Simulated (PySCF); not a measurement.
**C₃H₁₀FOSi₂ (doublet): density, localisation and related maps**

| atom | x (Å) | y (Å) | z (Å) |
| --- | --- | --- | --- |
| C | -0.9576 | -1.0792 | -0.7935 |
| C | -0.9507 | 0.3749 | -0.6935 |
| C | -2.3124 | 0.9773 | -0.3612 |
| Si | 0.3268 | 0.7680 | 0.7103 |
| O | 1.7755 | 0.1327 | 0.3358 |
| Si | 2.8026 | -0.9105 | -0.3280 |
| F | 2.5890 | -0.8662 | -1.9186 |
| H | -0.2514 | -1.5902 | -1.4176 |
| H | -1.6174 | -1.6633 | -0.1810 |
| H | -0.5673 | 0.8170 | -1.6177 |
| H | -3.0203 | 0.7812 | -1.1654 |
| H | -2.2359 | 2.0536 | -0.2233 |
| H | -2.7085 | 0.5434 | 0.5539 |
| H | -0.1001 | 0.1313 | 1.9538 |
| H | 0.6084 | 2.1971 | 0.8448 |
| H | 2.4845 | -2.2684 | 0.0679 |
| H | 4.1280 | -0.3866 | -0.0708 |

Geometry: GFN2-xTB.

All numbers below come from UKS B3LYP, pcH-1 on C F H O Si, non-relativistic, mean-field spin-orbit, GIAO (PySCF 2.14.0, density-fitted response routines).

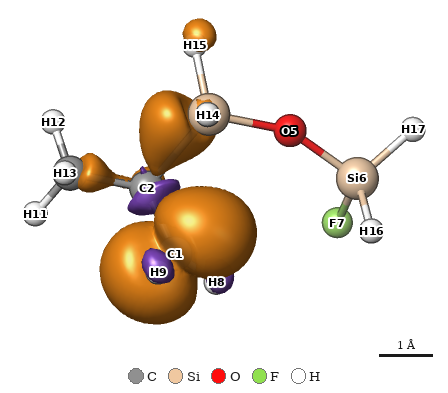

Figure 1. Isosurfaces of the spin density (α minus β) at +0.02 (orange) and −0.02 e/Å³ (purple), seen across its widest extent.

> Describe the spin distribution.

The unpaired spin (1 electron) lies mostly on C1 (about 0.6) and Si4 (about 0.1), in electrons by Hirshfeld's partition.

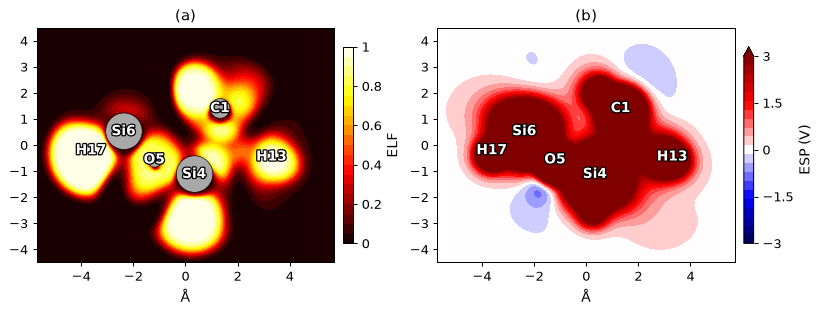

Figure 2. (a) electron localisation function; (b) molecular electrostatic potential on the plane of atoms Si4, O5 and Si6. Grey discs cover the atomic cores in the ELF map.

> What do the fields say about this system?

The section cuts through C, Si, O and H sites.
Si–O (1.61 Å): the ELF peaks at about 0.85 between the atoms, as expected for a short, strongly polar bond.
Si–H (1.45 Å): the ELF climbs to about 1 towards the hydrogen, as it does in any bond to H.
The ELF also peaks beside O5, away from the bonds: non-bonding electrons, paired or unpaired.
Outside the dense part of the molecule the potential is most negative (−0.8 V) near O5.

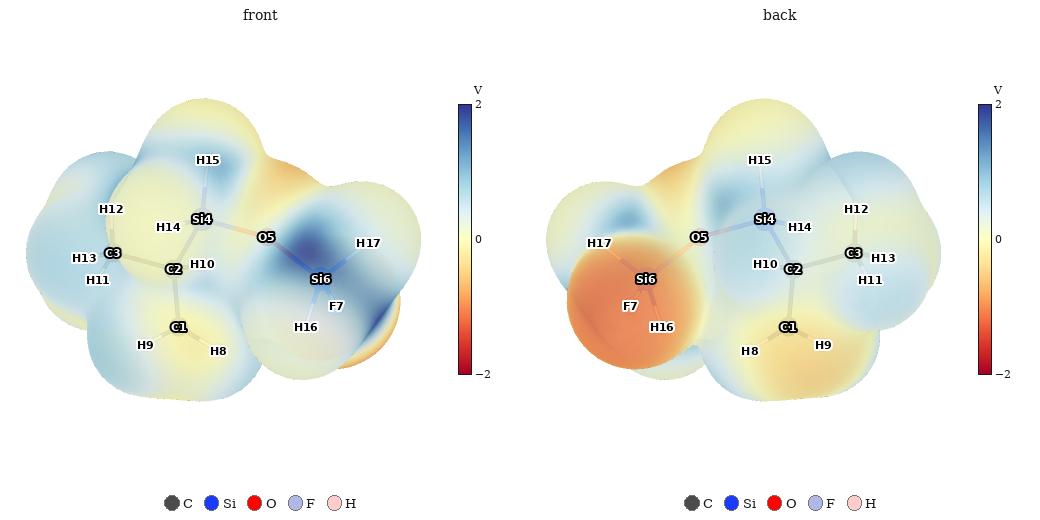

Figure 3. The electrostatic potential painted on the density surface at 0.002 e/bohr³, seen from the front and from behind; the colour scale runs from red (negative) to blue (positive).

> Describe the electrostatic potential map.

The most negative region (about −1.1 V, or −25 kcal/mol for a unit charge) lies over F7, the most positive (about +1.7 V, or +39 kcal/mol for a unit charge) over Si6.
